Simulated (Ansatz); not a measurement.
The calculation's input:

```
crystal:
  periodic: [false, false, false]
  atoms:
    - { symbol: W, position_ang: [-0.150003, -0.055427, 0.19223] }
    - { symbol: Cl, position_ang: [0.00966, 0.380348, 2.52677] }
    - { symbol: F, position_ang: [1.58558, -0.700025, 0.413452] }
    - { symbol: F, position_ang: [-0.405708, 1.799139, 0.096405] }
    - { symbol: O, position_ang: [-1.9853, -0.137269, 0.179625] }
    - { symbol: H, position_ang: [-2.493972, -0.934173, 0.264859] }
    - { symbol: O, position_ang: [-0.472468, -1.92073, 0.208411] }
    - { symbol: H, position_ang: [0.278958, -2.497761, 0.269361] }
    - { symbol: O, position_ang: [0.234453, 0.137283, -1.595467] }
    - { symbol: H, position_ang: [0.429246, 0.937306, -2.069582] }
    - { symbol: F, position_ang: [2.139601, 1.889459, 0.76748] }
    - { symbol: H, position_ang: [1.826653, 1.957752, 1.619257] }
basis:
  gaussian: { orbitals: def2-SVP }
hamiltonian:
  xc: hf
relax:
  f_tol: 0.03
  max_steps: 50
output:
  orbitals: {}
```

Command:

```sh
ansatz run input.yaml --threads 4 --pin off --max-ram 5120MiB --backend cpu --events-out ev --progress --plain --runs-dir out
```

The fields are those of the run's last geometry, not of the input's.

Core potentials replace the inner electrons of W.

The calculation used Ansatz, RHF/def2-SVP.

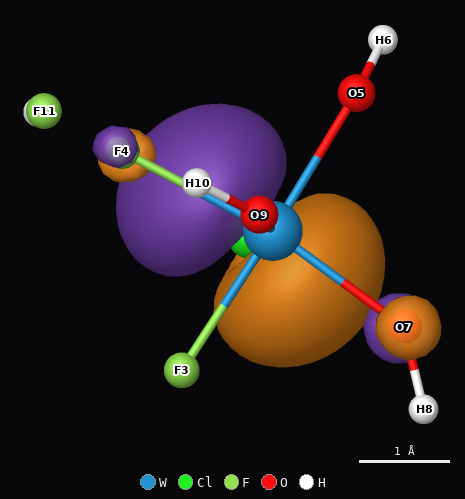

ClF2H3O3W···HF. The HOMO−1 at ±0.15 Å⁻³ᐟ² (orange and purple are the two phases), seen at an oblique angle.

### What is the character of this orbital?

Its weight (Hirshfeld) is mainly on Cl2 (about 90 %); largely a lone pair of Cl2. Its energy is −12.22 eV.
